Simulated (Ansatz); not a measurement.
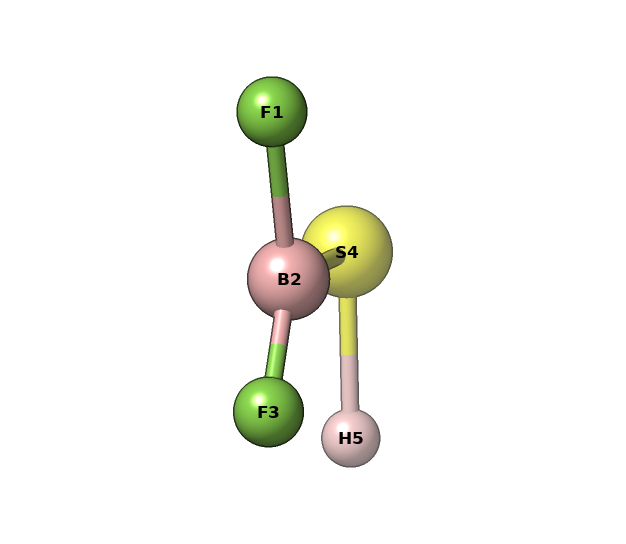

(Drawn from a calculation with Ansatz.)

S4 lies behind B2. The molecule seen a little off the B2–S4 bond, B2 in front. Atoms fade into the background with distance from the viewer. Geometry: relaxed with PBE0-D4/def2-TZVP with one coordinate held away from its value at the minimum.

Question: What is the torsion angle F1–B2–S4–H5? The sign is positive where the front bond must turn clockwise to cover the back bond.

Answer: 180°, antiperiplanar (anti).
